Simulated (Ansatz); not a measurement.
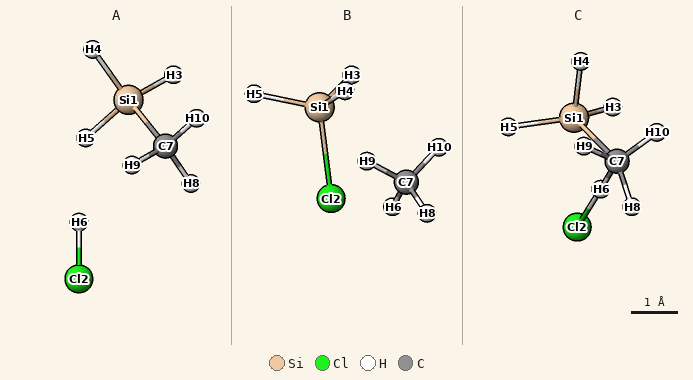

Three geometries of CH₇ClSi: a saddle point and the two relaxed ends that it joins, in shuffled order. A ball-and-stick model, seen from a free direction. Sticks join atoms that are closer than about 1.2 times the sum of their covalent radii (a little more with hydrogen).

Stationary points at PBE0-D4/def2-TZVP, single-point energies with CCSD(T)/CBS, CCSD(T), PBE-D4, r2SCAN0-D4 (def2-TZVPP where no basis is named; Ansatz 0.2.0). The energies are electronic, without zero-point or thermal terms, and both ends are the relaxed geometries reached downhill from the saddle, with any fragments still in contact. CCSD(T)/CBS stands for a frozen-core estimate: MP2 correlation extrapolated from def2-TZVPP and def2-QZVPP, CCSD(T) minus MP2 from the smaller set.

Question: Identify the saddle point and describe the reaction.

Answer: Frame C is the saddle point. Counted by bonded pieces, B holds CH₄ + SiH₃Cl and A holds CH₆Si + HCl. From B over the saddle to A, bonds form: Si1–C7 (4.28 → 2.13 → 1.87 Å), Cl2–H6 (3.15 → 1.76 → 1.29 Å). Bonds break: Si1–Cl2 (2.05 → 2.56 → 4.12 Å), H6–C7 (1.09 → 1.25 → 3.15 Å). The saddle has one imaginary mode, 580i cm⁻¹. The end B keeps a soft imaginary mode of 24i cm⁻¹, so it isn't quite a minimum. With CCSD(T)/CBS the barrier is 65.7 kcal/mol from B and 42.6 kcal/mol from A, and A lies 23.0 kcal/mol above B.

```tsv
level	barrier from B (kcal/mol)	barrier from A (kcal/mol)	A less B (kcal/mol)
CCSD(T)/CBS	65.7	42.6	23.0
CCSD(T)	67.2	45.1	22.1
PBE-D4	56.7	35.5	21.2
r2SCAN0-D4	62.8	39.7	23.2
```

Against CCSD(T)/CBS, CCSD(T) comes closest on the barrier from B (+1.5 kcal/mol) and PBE-D4 misses most (−8.9 kcal/mol).

Limits of the set-up: the start holds two separate molecules, 3.0 Å apart at their closest, whose relative position is a soft coordinate.
